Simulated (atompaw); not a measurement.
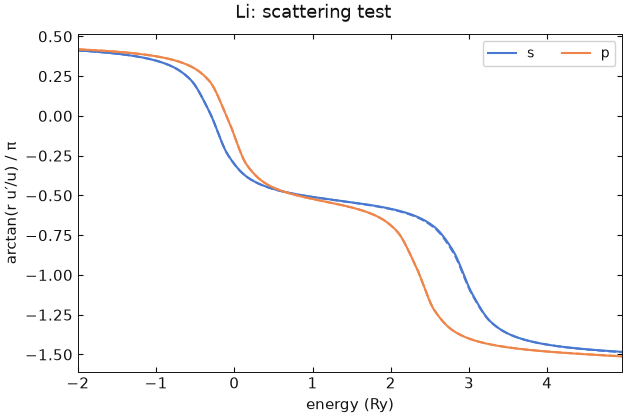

Unwrapped phase arctan(r u′/u) in units of π against energy, all-electron (solid) and pseudo (dashed); the pseudo phase is matched to the all-electron one at the reference energy. Here u = r R(r).

Lithium (Li), PAW, made with atompaw 4.2.0.5 (LDA (PW92), scalar-relativistic). Core [He], reference 2s0.75 2p0 (charge +0.25). Waves: 2s (bound): rc 3.00 bohr; 2s channel at 3.65 Ry: rc 3.00 bohr; 2p (bound, empty): rc 3.00 bohr; 2p channel at 0.25 Ry: rc 3.00 bohr. Local part: bessel scheme, radius 2.05 bohr. Core correction: smooth core density matched at 2.60 bohr. Augmentation charge: sinc compensation charge, radius 2.70 bohr; PAW radius 3.00 bohr; waves and projectors: custom polynom vanderbiltortho.

**Where are the poles, the energies at which the radial function vanishes at the test radius? (There the phase passes a half-integer multiple of π.)**

s: all-electron at 0.9 Ry, pseudo at 0.9 Ry; p: all-electron at 0.8 and 4.5 Ry, pseudo at 0.8 and 4.6 Ry.

**What does the plot say about ghosts?**

The plot shows none: the two phases stay within 0.03 rad of each other in all channels drawn. The separate test gives: no ghost state below the valence levels in the s, p, d, f channels.
